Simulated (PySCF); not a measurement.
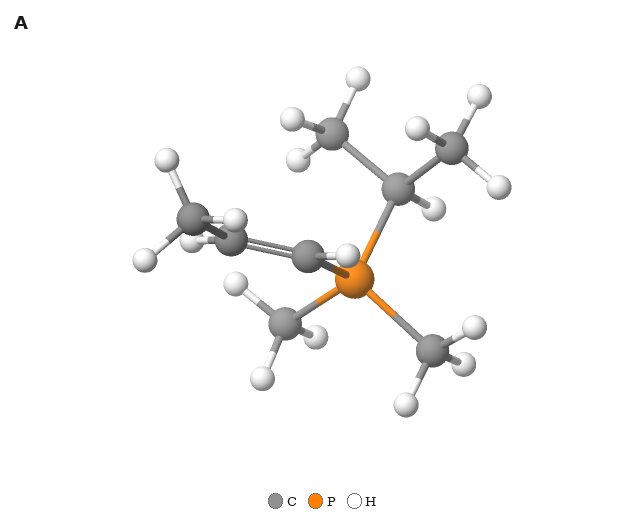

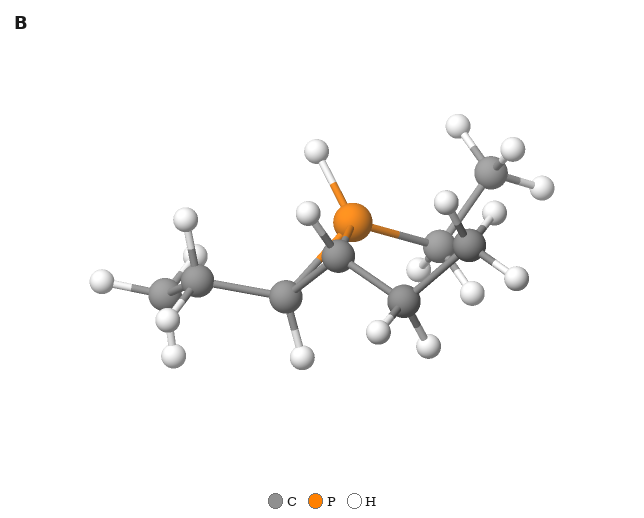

2 stationary structures of one formula. State: charge +1, singlet. Geometries: GFN2-xTB. Electronic energies: PBE0/pcSseg-1 (PySCF 2.14.0), without zero-point energy. No frequency run is at hand to confirm each as a minimum. Each is one conformer, not always the lowest.

How are they related?

Answer. They are constitutional isomers of C8H18P(+): A `C/C=C/[P+](C)(C)C(C)C`, B `CC[C@@H]1[C@@H](CC)[PH+]1CC`.

Rank them by energy, lowest first.

Answer. A is lowest; B lies 121.3 kJ/mol above it.

The geometry is semi-empirical. Around P such bond lengths and angles can be off by a tenth of an ångström or more and by several degrees, and values that hang on the shape move with them.
